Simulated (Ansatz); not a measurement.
CsTaO2: space group P4/mmm (No. 123), a = 3.948 Å, b = 3.948 Å, c = 5.809 Å, α = 90.00°, β = 90.00°, γ = 90.00°. Origin: the geometry relaxed with Ansatz 0.2.0, DFT PBE, scalar-relativistic, plane waves, PAW; the starting structure was generated, so it need not be a known form of this composition. Forms under 0.4 % of the area are left out.

> What shape follows from the Bravais–Friedel–Donnay–Harker rule?

The forms computed, by share of the surface:

| form | faces | d (Å) | share of area (%) |
| --- | --- | --- | --- |
| {100} | 4 | 3.948 | 57.6 |
| {001} | 2 | 5.809 | 42.4 |

Widths along a, b and c stand as 1.00 : 1.00 : 0.68.

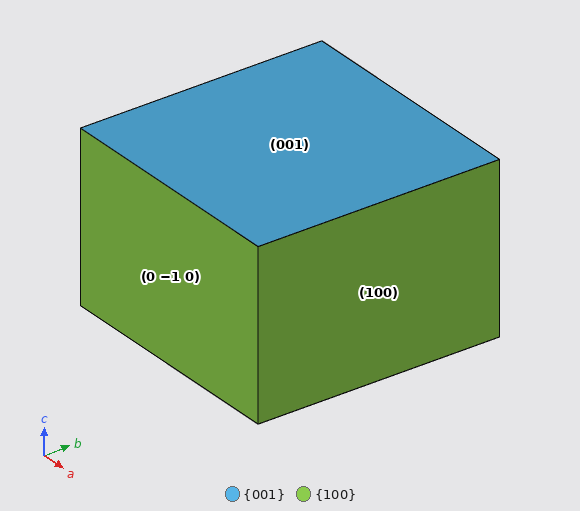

The computed shape, faces indexed. The rule is geometric and ignores bonding and growth conditions.
